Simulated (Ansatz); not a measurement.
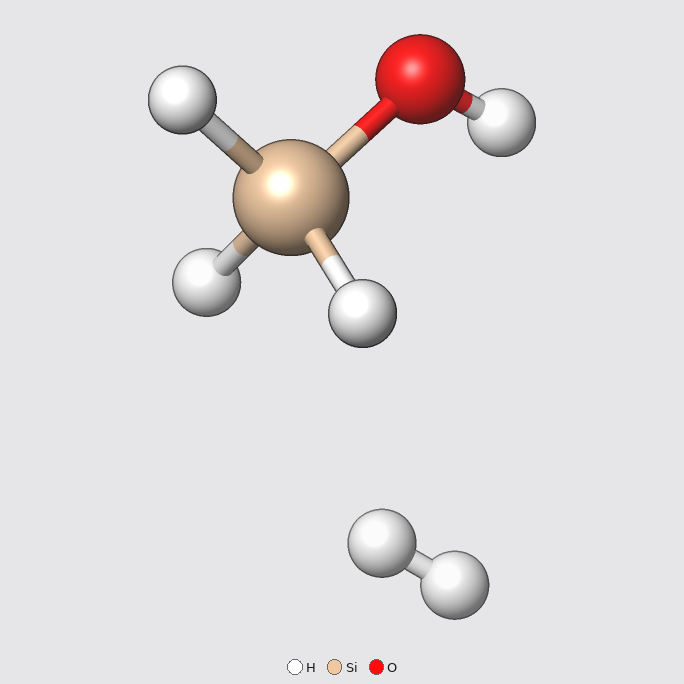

The geometry was computed by an optimisation with PBE0-D4/def2-TZVP. No frequency run is at hand to confirm it as a minimum. Level of theory: RKS PBE0-D4/def2-TZVP (Ansatz 0.2.0).

What does the calculation give?

The species is H6OSi (`O[SiH3].[H][H]`).
- dipole moment: 1.34 D
- harmonic zero-point energy: 129.6 kJ/mol
- dispersion correction: −6.5 kJ/mol
